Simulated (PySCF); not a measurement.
## Electronic structure of C$_{6}$H$_{12}$BFSi in real space

```xyz
21

C     0.3019   -2.1466   -0.7054
B     0.0491   -0.8769    0.1930
Si    1.5796    0.2060    0.7998
C     2.6239    0.7496   -0.7338
F     1.7957    1.2787   -1.7124
C    -1.4310   -0.5744    0.6101
C    -2.3981    0.3034   -0.1560
C    -1.6315    1.5797   -0.0203
C    -1.9334    0.7335    1.1763
H     1.1379   -2.7576   -0.3664
H     0.5809   -1.7976   -1.7023
H    -0.5624   -2.7961   -0.8303
H     1.3018    1.4539    1.5316
H     2.5839   -0.5039    1.6183
H     3.3571    1.5248   -0.5042
H     3.1440   -0.0893   -1.2024
H    -1.9342   -1.4543    1.0259
H    -3.3502    0.0824   -0.5899
H    -0.6211    1.6326   -0.4069
H    -2.1841    2.5058   -0.1260
H    -2.4187    0.9631    2.1008
```

Geometry: GFN2-xTB.

The calculation used PBE0/pcSseg-1, SCF density, gas phase, non-relativistic in PySCF 2.14.0.

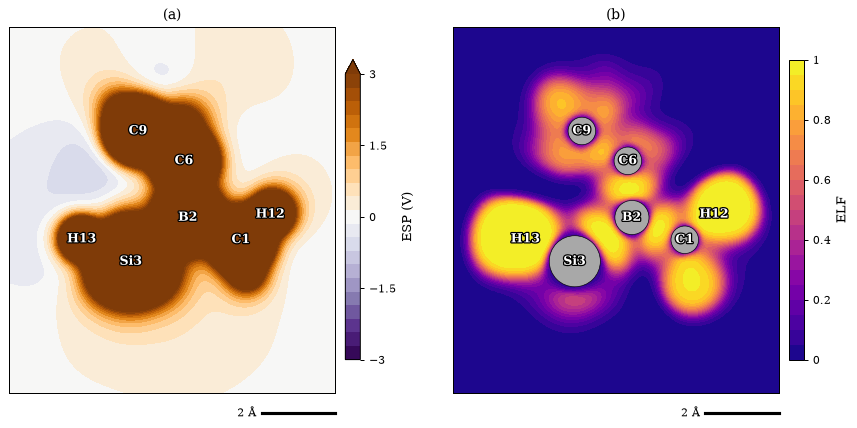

Figure 1. (a) electrostatic potential; (b) ELF on the plane of atoms B2, Si3 and H13. Grey discs cover the atomic cores in the ELF map.

### What do the fields say about this system?

The section cuts through C, B, Si and H sites. C–B (1.57 Å): the ELF peaks at about 1 between the atoms; a covalent bond. Si–B (1.97 Å): the ELF peaks at about 1 between the atoms; localised, covalent bonding. C–H (1.09 Å): the ELF climbs to about 1 towards the hydrogen, as it does in any bond to H (an ordinary covalent bond to hydrogen). Si–H (1.47 Å): the ELF climbs to about 1 towards the hydrogen. Outside the dense part of the molecule the potential is most negative (−0.7 V) near C9.

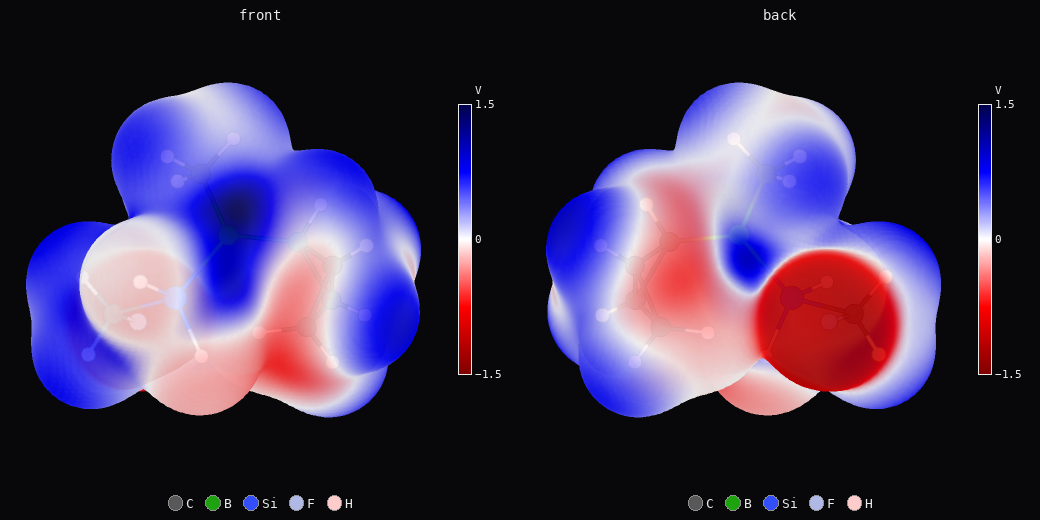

Figure 2. The electrostatic potential painted on the density surface at 0.002 e/bohr³, seen from the front and from behind; the colour scale runs from red (negative) to blue (positive).

### Describe the electrostatic potential map.

The most negative region (about −1.2 V) lies over F5, the most positive (about +1.2 V) over B2.
